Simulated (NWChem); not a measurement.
# BF2 (SMILES F[B]F): UKT2 (NWChem form)/4-31G

Aim: the vertical doublet–quartet gap of BF2 at UKT2 (NWChem form)/4-31G, from 2 runs. 

Program for the calculation: NWChem 7.3.0.

**1. The structure to begin with**

BF2 has 3 atoms, charge 0, and is taken as a doublet. SMILES: `F[B]F`. The coordinates come from a PBE0-D4/def2-TZVP relaxation.

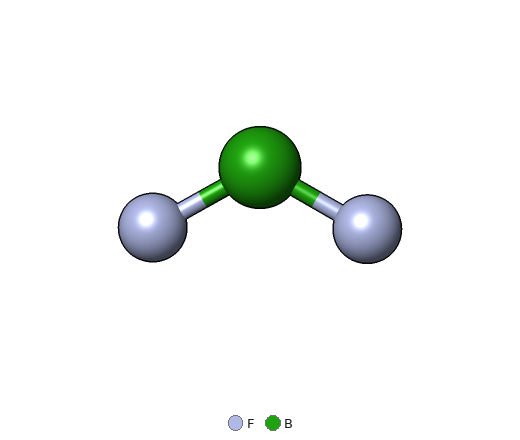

The structure, seen from a chosen angle (fluorine light blue, boron green).

**2. Energy and one-electron properties at UKT2 (NWChem form)/4-31G**

Input file m1.nw:

```
START m1
memory total 2200 mb

GEOMETRY units angstroms noautosym nocenter noautoz
  F     0.513100   -1.044300    0.160000
  B     0.279000    0.240500    0.181300
  F    -0.802900    0.738900   -0.354600
END

BASIS spherical
  * library 4-31G
END

DFT
  xc kt2
  mult 2
  grid medium
  iterations 200
  mulliken
END

PROPERTY
  octupole
  quadrupole
  electrondensity
  dipole
  efield
  moldenfile
  molden_norm janpa
END

TASK dft property
```

On the command line:

```
$ nwchem m1.nw > m1.out
```

The log of the run:

```text
[...]
          Wavefunction type:  spin polarized.
          No. of atoms     :     3
          No. of electrons :    23
[...]
          Charge           :     0
          Spin multiplicity:     2
[...]
          AO basis - number of functions:    27
[...]
              XC Information
              --------------
                          KT2 Method XC Functional
                        Slater Exchange Functional  1.072 local
                           KT1 gradient correction  1.000 non-local
            Perdew 1991 LDA Correlation Functional  0.577 local
[...]
 d= 0,ls=0.0,diis     1   -227.2350423836 -2.83D+02  2.82D-02  1.14D-01     0.2
[...]
 d= 0,ls=0.0,diis    10   -227.3221826866 -1.68D-11  1.65D-07  1.82D-10     0.9
[...]
         Total DFT energy =     -227.322182686554
      One electron energy =     -421.264967614878
           Coulomb energy =      166.797177290864
    Exchange-Corr. energy =      -28.156680666045
 Nuclear repulsion energy =       55.302288303504
[...]
      Total Density - Mulliken Population Analysis
     ---------------------------------------------
    Atom       Charge   Shell Charges
 -----------   ------   -------------------------------------------------------
    1 F    9     9.27   2.00  0.92  3.24  1.06  2.07
    2 B    5     4.45   2.00  0.45  1.09  0.54  0.37
    3 F    9     9.27   2.00  0.92  3.24  1.06  2.07
[...]
      <S2> =      0.7531 (Exact =     0.7500)
[...]
   Dipole moment        0.3661957752 Debye(s)
             DMX        0.2419701034 DMXEFC        0.0000000000
             DMY        0.2242055964 DMYEFC        0.0000000000
             DMZ        0.1590020925 DMZEFC        0.0000000000
   -EFC- dipole         0.0000000000 DEBYE(S)
   Total dipole         0.3661957752 DEBYE(S)
[...]
```

Wall time 1.5 s (1 thread of Intel Xeon 6975P-C (Granite Rapids), shared host); peak memory 0.21 GiB.

Atomic charges (e):

| atom | Mulliken | Löwdin |
| --- | --- | --- |
| F1 | -0.270 | -0.100 |
| B2 | +0.550 | +0.200 |
| F3 | -0.270 | -0.100 |

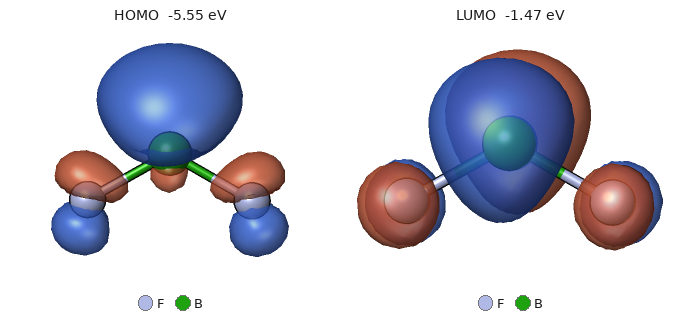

Frontier orbitals of this run (spin up), surfaces at ±0.2 Å^-3/2.

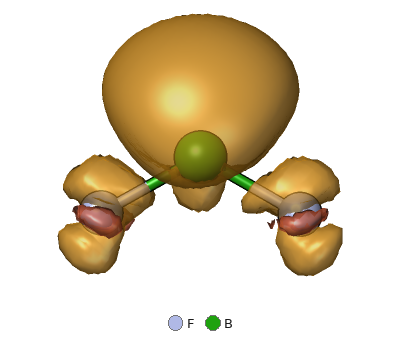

Spin density, surfaces at ±0.03 e/Å³.

**3. The quartet at the same level**

Input file mol.nw:

```
start mol
title "BF2"
memory 2200 mb
geometry units angstroms noautosym nocenter noautoz
  F     0.513100   -1.044300    0.160000
  B     0.279000    0.240500    0.181300
  F    -0.802900    0.738900   -0.354600
end
basis "ao basis" spherical
  * library 4-31G
end
dft
  xc kt2
  mult 4
  grid medium
  maxiter 150
  mulliken
end
property
  octupole
  quadrupole
  electrondensity
  dipole
  efield
  moldenfile
  molden_norm janpa
end
task dft property
```

On the command line:

```
$ nwchem mol.nw > mol.out
```

The log of the run:

```text
[...]
          Wavefunction type:  spin polarized.
          No. of atoms     :     3
          No. of electrons :    23
[...]
          Charge           :     0
          Spin multiplicity:     4
[...]
          AO basis - number of functions:    27
[...]
              XC Information
              --------------
                          KT2 Method XC Functional
                        Slater Exchange Functional  1.072 local
                           KT1 gradient correction  1.000 non-local
            Perdew 1991 LDA Correlation Functional  0.577 local
[...]
 d= 0,ls=0.0,diis     1   -226.9345047504 -2.82D+02  2.28D-02  1.45D-01     0.1
[...]
 d= 0,ls=0.0,diis     9   -226.9956404703 -3.99D-08  1.24D-06  1.26D-08     0.8
[...]
         Total DFT energy =     -226.995640470347
      One electron energy =     -419.912323933582
           Coulomb energy =      165.735669439489
    Exchange-Corr. energy =      -28.121274279758
 Nuclear repulsion energy =       55.302288303504
[...]
      Total Density - Mulliken Population Analysis
     ---------------------------------------------
    Atom       Charge   Shell Charges
 -----------   ------   -------------------------------------------------------
    1 F    9     9.05   2.00  0.94  3.20  1.05  1.87
    2 B    5     4.91   2.00  0.38  1.30  0.56  0.67
    3 F    9     9.05   2.00  0.94  3.20  1.05  1.87
[...]
      <S2> =      3.7538 (Exact =     3.7500)
[...]
   Dipole moment        1.2617099130 Debye(s)
             DMX       -0.8334095236 DMXEFC        0.0000000000
             DMY       -0.7728787058 DMYEFC        0.0000000000
             DMZ       -0.5477216233 DMZEFC        0.0000000000
   -EFC- dipole         0.0000000000 DEBYE(S)
   Total dipole         1.2617099130 DEBYE(S)
[...]
```

It took 1.4 s on 1 thread of Intel Xeon 6975P-C (Granite Rapids), shared host; peak memory 0.21 GiB.

Atomic charges (e):

| atom | Mulliken | Löwdin |
| --- | --- | --- |
| F1 | -0.050 | +0.140 |
| B2 | +0.090 | -0.270 |
| F3 | -0.050 | +0.140 |

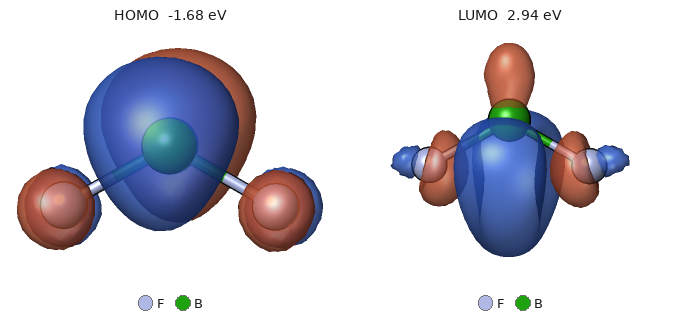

Frontier orbitals of this run (spin up), surfaces at ±0.2 Å^-3/2.

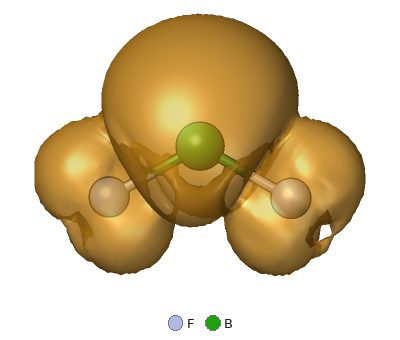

Spin density, surfaces at ±0.03 e/Å³.

**4. What came out**

At UKT2 (NWChem form)/4-31G:

| quantity | value |
| --- | --- |
| doublet: total energy | -227.32218 Eh |
| doublet: dipole moment | 0.37 D |
| doublet: HOMO energy (highest over α and β) | -5.55 eV |
| doublet: LUMO energy (lowest over α and β) | -2.65 eV |
| doublet: ⟨S²⟩ | 0.753 |
| quartet: total energy | -226.99564 Eh |
| quartet: dipole moment | 1.26 D |
| quartet: HOMO energy (highest over α and β) | -1.68 eV |
| quartet: ⟨S²⟩ | 3.754 |
| vertical energy of the quartet above the doublet | 8.886 eV |

What this shows: At this shape the quartet lies 8.89 eV (857 kJ/mol) above the doublet. Mulliken charges (doublet) run from -0.27 on F1 to +0.55 on B2; they depend strongly on the basis.
